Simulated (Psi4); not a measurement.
**A workflow on SiNH4 (SMILES [NH][SiH3])**

We compute a geometry optimisation (doublet SiNH4, UTPSS-D3(BJ)/6-311G**), then a single-point energy (singlet [SiNH4]+, TPSS-D3(BJ)/6-311G**), then a geometry optimisation (singlet [SiNH4]+, TPSS-D3(BJ)/6-311G**), then a single-point energy (doublet SiNH4, UTPSS-D3(BJ)/6-311G**) of H4NSi. 

The results are computed with Psi4 1.11.

**1. Starting point**

SiNH4 has 6 atoms, charge 0, and is taken as a doublet. As SMILES, `[NH][SiH3]`. All atoms were displaced at random from a relaxed shape. The run starts from this shape.

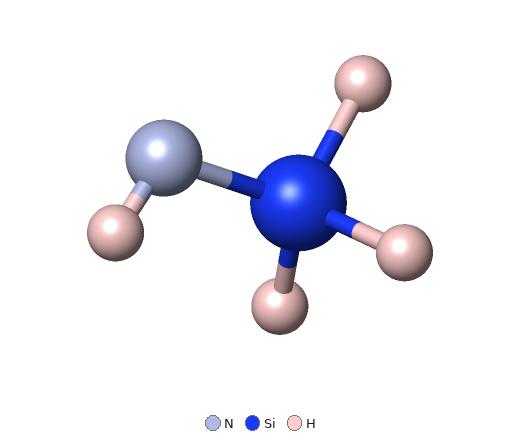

Viewed from a chosen angle; nitrogen light blue, silicon blue, hydrogen pink.

**2. A geometry optimisation at UTPSS-D3(BJ)/6-311G(d,p) (density fitting) (run 1)**

Input file calc.inp:

```
memory 1.6 GB

molecule mol {
  0 2
  N
  Si 1 1.726505
  H 1 1.022677 2 113.51646
  H 2 1.537889 1 115.96378 3 52.34101
  H 2 1.587676 4 107.18542 1 123.91199
  H 2 1.597011 4 107.31262 5 111.34487
}

set {
  basis 6-311G**
  reference uks
}

e, wfn = optimize('tpss-d3(bj)', return_wfn=True)
print_variables()
```

Launch:

```console
$ psi4 calc.inp calc.out -n 1
```

calc.out:

```text
[...]
  Running in c1 symmetry.
[...]
  Nuclear repulsion =   56.132996542179988
[...]
  Multiplicity = 2
[...]
  Nalpha       = 13
  Nbeta        = 12
[...]
    Number of basis functions: 68
[...]
   @DF-UKS iter   1:  -346.33362258991326   -2.35156e-01   1.21019e-02 ADIIS/DIIS
[...]
   @DF-UKS iter   8:  -346.64634851836246   -1.64846e-12   4.89112e-09 DIIS
[...]
   @S^2 Observed:                7.533541751E-01
[...]
  @DF-UKS Final Energy:  -346.64634851836246
   => Energetics <=
    Nuclear Repulsion Energy =             56.2358977573069936
    One-Electron Energy =                -589.5951465894891044
    Two-Electron Energy =                 216.0507325124647195
    DFT Exchange-Correlation Energy =     -29.3341550169150054
    Empirical Dispersion Energy =          -0.0036771817300723
    VV10 Nonlocal Energy =                  0.0000000000000000
    Total Energy =                       -346.6463485183624584
[...]
  -Total Gradient:
     Atom            X                  Y                   Z
    ------   -----------------  -----------------  -----------------
       1       -0.000147811138    -0.000100540474    -0.000124275486
       2        0.000071612327     0.000009894601     0.000030811606
       3        0.000081756078     0.000076380359     0.000055729528
       4       -0.000013772084    -0.000002236414    -0.000018402238
       5       -0.000017911168     0.000010392093     0.000056494086
       6        0.000029215656     0.000003118082     0.000027509056
[...]
```

On the terminal:

```text
Optimizer: Optimization complete!
```

Wall time 1.9 min (1 thread of Intel Xeon at 2.60GHz (Ice Lake), shared host); peak memory 0.8 GiB.

Step by step:

| step | energy from the first frame kept (eV) | largest force (eV/Å) |
| --- | --- | --- |
| 0 | 0.0000 | 2.6663 |
| 1 | -0.2076 | 0.6393 |
| 2 | -0.2166 | 0.1982 |
| 3 | -0.2184 | 0.0570 |
| 4 | -0.2186 | 0.0203 |
| 5 | -0.2187 | 0.0105 |
| 6 | -0.2187 | 0.0112 |

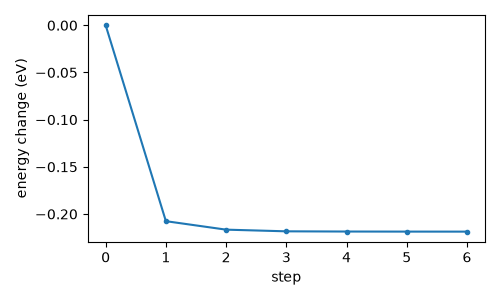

Energy along the run.

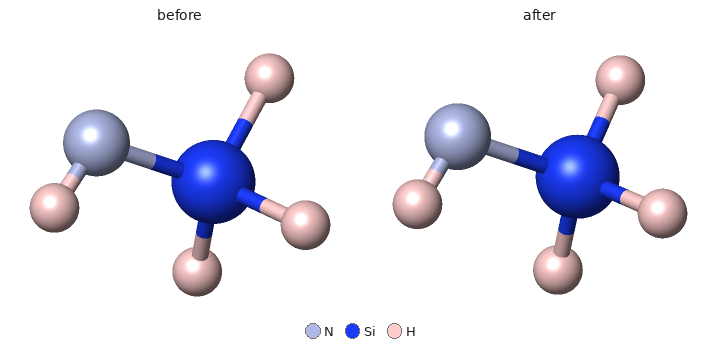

Before and after, at one scale.

After the run. Bond lengths: N1–Si2 1.772 Å, N1–H3 1.032 Å, Si2–H4 1.493 Å, Si2–H5 1.494 Å, Si2–H6 1.482 Å. Angles: N1–Si2–H4 113.2°, N1–Si2–H5 108.3°, N1–Si2–H6 108.9°, Si2–N1–H3 111.3°, H4–Si2–H5 107.8°, H4–Si2–H6 109.4°, H5–Si2–H6 109.2°.

**3. The singlet cation: a single-point energy at TPSS-D3(BJ)/6-311G(d,p) (density fitting) (run 2)**

Input file run.py:

```python
import psi4

psi4.set_memory(1600000000)
psi4.set_num_threads(1)
psi4.set_output_file('run.log', False)

geom = psi4.geometry("""
1 1
N      1.24373081    -1.60067173     1.73199069
Si    -0.42080043     0.59038824    -0.17615082
H      1.83285293    -3.14303029     0.69295312
H     -2.40120696    -0.61479027    -1.78499183
H      1.43035260     1.85592270    -1.89211663
H     -1.60910935     2.51274804     1.47759386
units bohr
symmetry c1
""")

E = psi4.energy("tpss-d3bj/6-311G**", molecule=geom)
print('E =', round(E, 9))
```

Launch:

```console
$ python run.py
```

run.log:

```text
[...]
  Running in c1 symmetry.
[...]
  Nuclear repulsion =   56.235886901470558
[...]
  Multiplicity = 1
[...]
  Nalpha       = 12
  Nbeta        = 12
[...]
    Number of basis functions: 68
[...]
   @DF-RKS iter   1:  -346.20073198828334   -8.75057e-02   5.55953e-03 ADIIS/DIIS
[...]
   @DF-RKS iter  12:  -346.24297102496905   -8.93539e-09   3.24575e-07 DIIS
[...]
  @DF-RKS Final Energy:  -346.24297102496905
   => Energetics <=
    Nuclear Repulsion Energy =             56.2358869014705576
    One-Electron Energy =                -582.5191180719912154
    Two-Electron Energy =                 209.0116221845410109
    DFT Exchange-Correlation Energy =     -28.9676848574289387
    Empirical Dispersion Energy =          -0.0036771815604130
    VV10 Nonlocal Energy =                  0.0000000000000000
    Total Energy =                       -346.2429710249690515
[...]
 Multipole Moments:
 ------------------------------------------------------------------------------------
     Multipole            Electronic (a.u.)      Nuclear  (a.u.)        Total (a.u.)
 ------------------------------------------------------------------------------------
 L = 1.  Multiply by 2.5417464519 to convert [e a0] to [Debye]
 Dipole X            :          0.7461862           -0.5893717            0.1568145
 Dipole Y            :         -0.8773641            0.5412296           -0.3361345
 Dipole Z            :          0.7103272           -1.5239074           -0.8135802
 Magnitude           :                                                    0.8941420
[...]
```

The script printed:

```text
E = -346.242971025
```

Wall time 13 s (1 thread of Intel Xeon at 2.60GHz (Ice Lake), shared host); peak memory 0.76 GiB.

**4. The singlet cation: a structure relaxation at TPSS-D3(BJ)/6-311G(d,p) (density fitting) (run 3)**

Input file h4nsi.xyz:

```xyz
6
H4NSi
N      0.658154    -0.847039     0.916530
Si    -0.222678     0.312420    -0.093215
H      0.969904    -1.663220     0.366695
H     -1.270664    -0.325333    -0.944577
H      0.756910     0.982112    -1.001265
H     -0.851504     1.329689     0.781909
```

Input file run.py:

```python
import psi4

psi4.set_memory(1600000000)
psi4.set_num_threads(1)
psi4.core.set_output_file('h4nsi.out', False)

with open('h4nsi.xyz') as f:
    atoms = ''.join(f.readlines()[2:])
mol = psi4.geometry('1 1\n' + atoms + 'symmetry c1')

psi4.set_options({
    'basis': '6-311G**',
})

e_tot, wfn = psi4.optimize('tpss-d3bj', molecule=mol, return_wfn=True)
print(f'total energy {e_tot:.8f} hartree = {e_tot * 27.211386:.5f} eV')
mol.save_xyz_file('final.xyz', False)
```

Launch:

```console
$ python run.py
```

h4nsi.out:

```text
[...]
  Running in c1 symmetry.
[...]
  Nuclear repulsion =   56.235886937856058
[...]
  Multiplicity = 1
[...]
  Nalpha       = 12
  Nbeta        = 12
[...]
    Number of basis functions: 68
[...]
   @DF-RKS iter   1:  -346.20073198718109   -8.75057e-02   5.55953e-03 DIIS/ADIIS
[...]
   @DF-RKS iter   6:  -346.43354202671588   -9.09495e-13   2.39558e-09 DIIS
[...]
    Orbital Energies [Eh]
    ---------------------
    Doubly Occupied:
       1A    -65.953974     2A    -14.357249     3A     -5.400251
       4A     -3.780548     5A     -3.772793     6A     -3.770400
       7A     -1.056910     8A     -0.752064     9A     -0.706487
      10A     -0.630388    11A     -0.579594    12A     -0.515941
[...]
  @DF-RKS Final Energy:  -346.43354202671588
   => Energetics <=
    Nuclear Repulsion Energy =             58.8782678036259171
    One-Electron Energy =                -588.2027167867763637
    Two-Electron Energy =                 211.9990112904416151
    DFT Exchange-Correlation Energy =     -29.1042367255454941
    Empirical Dispersion Energy =          -0.0038676084615699
    VV10 Nonlocal Energy =                  0.0000000000000000
    Total Energy =                       -346.4335420267158838
[...]
  -Total Gradient:
     Atom            X                  Y                   Z
    ------   -----------------  -----------------  -----------------
       1       -0.000025393882    -0.000000416572    -0.000034473557
       2        0.000025344210    -0.000005128039     0.000010834714
       3        0.000005541349    -0.000001396492     0.000008115207
       4       -0.000004402051     0.000006435189     0.000003947251
       5       -0.000048887295     0.000013661180     0.000005323835
       6        0.000000322722     0.000007414784     0.000001671153
[...]
```

Wall time 2.9 min (1 thread of Intel Xeon at 2.60GHz (Ice Lake), shared host); peak memory 0.82 GiB.

Step by step:

| step | energy from the first frame kept (eV) | largest force (eV/Å) |
| --- | --- | --- |
| 0 | 0.0000 | 2.2047 |
| 1 | -0.2261 | 0.9728 |
| 2 | -0.5156 | 1.3779 |
| 3 | -0.8132 | 7.2457 |
| 4 | -1.8589 | 5.5703 |
| 5 | -2.4218 | 4.8913 |
| 6 | -2.7740 | 3.1288 |
| 7 | -3.1653 | 3.4993 |
| 8 | -3.6179 | 3.7795 |
| 9 | -4.4127 | 2.0597 |
| 10 | -5.0202 | 1.4161 |
| 11 | -5.0148 | 1.7218 |
| 12 | -5.1296 | 2.0182 |
| 13 | -5.1403 | 1.2982 |
| 14 | -5.1764 | 0.5167 |
| 15 | -5.1838 | 0.2148 |
| 16 | -5.1854 | 0.0975 |
| 17 | -5.1856 | 0.0687 |
| 18 | -5.1857 | 0.0146 |
| 19 | -5.1857 | 0.0026 |

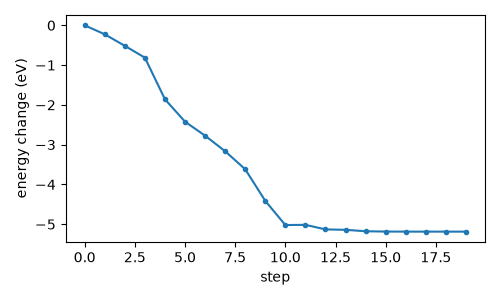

Energy along the run.

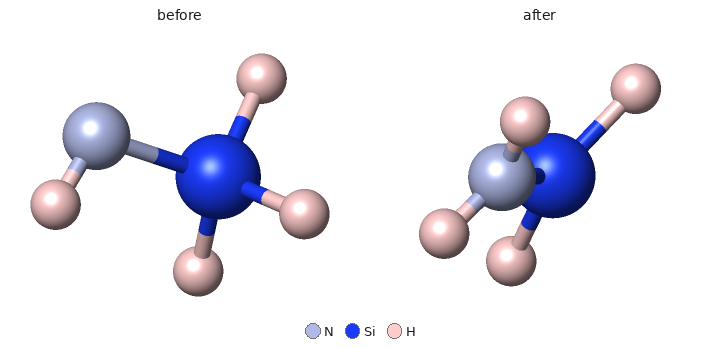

Before and after, at one scale.

After the run. Bond lengths: N1–Si2 1.654 Å, N1–H3 1.020 Å, Si2–H4 1.468 Å, N1–H5 1.020 Å, Si2–H6 1.468 Å. Angles: N1–Si2–H4 117.3°, N1–Si2–H6 117.2°, Si2–N1–H3 123.9°, Si2–N1–H5 123.8°, H4–Si2–H6 125.5°, H3–N1–H5 112.4°.

**5. A single-point energy at UTPSS-D3(BJ)/6-311G(d,p) (density fitting) (run 4)**

Input file input.inp:

```
memory 1600 mb

molecule system {
  0 2
  N      1.045991    -0.489376     0.302379
  Si    -0.465984     0.165392     0.153273
  H      1.296154    -1.422765    -0.025040
  H     -1.495329    -0.659312    -0.490864
  H      1.833989    -0.005142     0.733131
  H     -0.664803     1.522430     0.676329
  symmetry c1
}

set basis 6-311G**
set reference uks

energy("tpss-d3bj2b")
```

Launch:

```console
$ psi4 -n 1 input.inp input.out
```

input.out:

```text
[...]
  Running in c1 symmetry.
[...]
  Nuclear repulsion =   58.878278073898649
[...]
  Multiplicity = 2
[...]
  Nalpha       = 13
  Nbeta        = 12
[...]
    Number of basis functions: 68
[...]
   @DF-UKS iter   1:  -346.30922624139134   -2.24900e-02   1.37558e-02 DIIS/ADIIS
[...]
   @DF-UKS iter   9:  -346.65098641861624   -2.35834e-08   5.84222e-07 DIIS
[...]
   @S^2 Observed:                7.549981613E-01
[...]
  @DF-UKS Final Energy:  -346.65098641861624
   => Energetics <=
    Nuclear Repulsion Energy =             58.8782780738986489
    One-Electron Energy =                -594.9842953284279474
    Two-Electron Energy =                 218.8396937604906611
    DFT Exchange-Correlation Energy =     -29.3807953160228621
    Empirical Dispersion Energy =          -0.0038676085547532
    VV10 Nonlocal Energy =                  0.0000000000000000
    Total Energy =                       -346.6509864186162417
[...]
 Multipole Moments:
 ------------------------------------------------------------------------------------
     Multipole            Electronic (a.u.)      Nuclear  (a.u.)        Total (a.u.)
 ------------------------------------------------------------------------------------
 L = 1.  Multiply by 2.5417464519 to convert [e a0] to [Debye]
 Dipole X            :         -0.0615694            0.6841851            0.6226156
 Dipole Y            :          0.0258369           -0.2955225           -0.2696856
 Dipole Z            :         -0.0065790            0.0683180            0.0617390
 Magnitude           :                                                    0.6813166
[...]
```

Run time: 16 s. Hardware: 1 thread of Intel Xeon at 2.60GHz (Ice Lake), shared host; peak memory 0.76 GiB.

**6. Outcome**

| quantity | value |
| --- | --- |
| run 1, UTPSS-D3(BJ)/6-311G**: total energy at the end | -346.64635 Eh |
| run 1, UTPSS-D3(BJ)/6-311G**: dipole moment | 1.53 D |
| run 1, UTPSS-D3(BJ)/6-311G**: HOMO energy (highest over α and β) | -6.56 eV |
| run 1, UTPSS-D3(BJ)/6-311G**: LUMO energy (lowest over α and β) | -4.42 eV |
| run 1, UTPSS-D3(BJ)/6-311G**: dispersion energy | -9.65 kJ/mol |
| run 1, UTPSS-D3(BJ)/6-311G**: ⟨S²⟩ | 0.753 |
| singlet cation, run 2: total energy | -346.24297 Eh |
| singlet cation, run 2: HOMO energy | -14.70 eV |
| singlet cation, run 2: LUMO energy | -14.36 eV |
| singlet cation, run 2: HOMO–LUMO gap | 0.35 eV |
| singlet cation, run 2: dispersion energy | -9.65 kJ/mol |
| singlet cation, run 3: total energy at the end | -346.43354 Eh |
| singlet cation, run 3: HOMO energy | -14.04 eV |
| singlet cation, run 3: LUMO energy | -8.92 eV |
| singlet cation, run 3: HOMO–LUMO gap | 5.12 eV |
| singlet cation, run 3: dispersion energy | -10.15 kJ/mol |
| run 4, UTPSS-D3(BJ)/6-311G**: total energy | -346.65099 Eh |
| run 4, UTPSS-D3(BJ)/6-311G**: dipole moment | 1.73 D |
| run 4, UTPSS-D3(BJ)/6-311G**: HOMO energy (highest over α and β) | -2.83 eV |
| run 4, UTPSS-D3(BJ)/6-311G**: LUMO energy (lowest over α and β) | -1.28 eV |
| run 4, UTPSS-D3(BJ)/6-311G**: dispersion energy | -10.15 kJ/mol |
| run 4, UTPSS-D3(BJ)/6-311G**: ⟨S²⟩ | 0.755 |
| adiabatic ionisation energy (to the singlet cation, no zero-point term) | 5.791 eV |

In words: The adiabatic ionisation energy (to the singlet cation, no zero-point term) is 5.79 eV (134 kcal/mol). The second species lost a bond as it relaxed, so this leads to another structure. The optimisation (run 1, UTPSS-D3(BJ)/6-311G**) took 7 steps and changed the energy by -0.219 eV. The optimisation (singlet cation, run 3) took 20 steps and changed the energy by -5.186 eV. Bonds broke or formed on the way.
